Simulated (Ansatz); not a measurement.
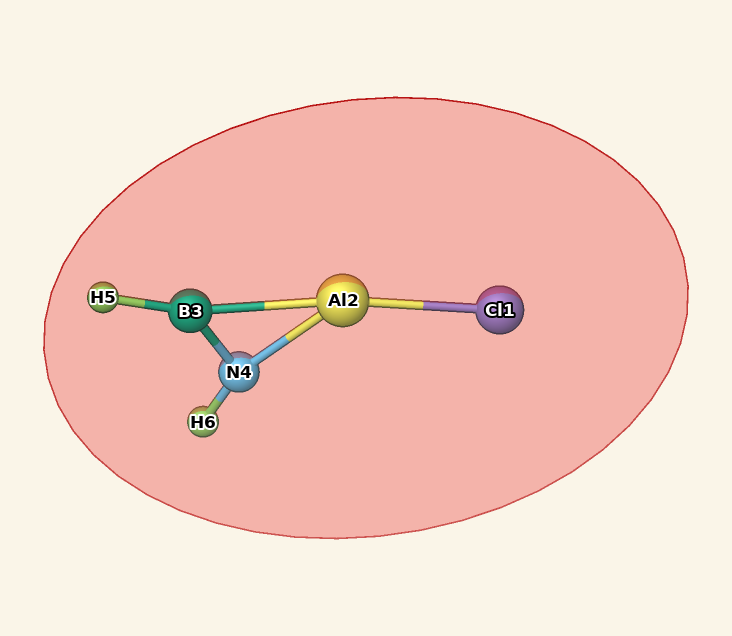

A disc through the centre of mass is drawn in. Atoms fade into the background with distance from the viewer. Computed geometry: PBE-D4/def2-SVP optimisation. No frequency run is at hand to confirm it as a minimum.

**Is the plane of the disc a mirror plane of the structure?**

Yes. The reflection leaves Cl1, Al2, B3, N4, H5, H6 in place. The point group is Cs.
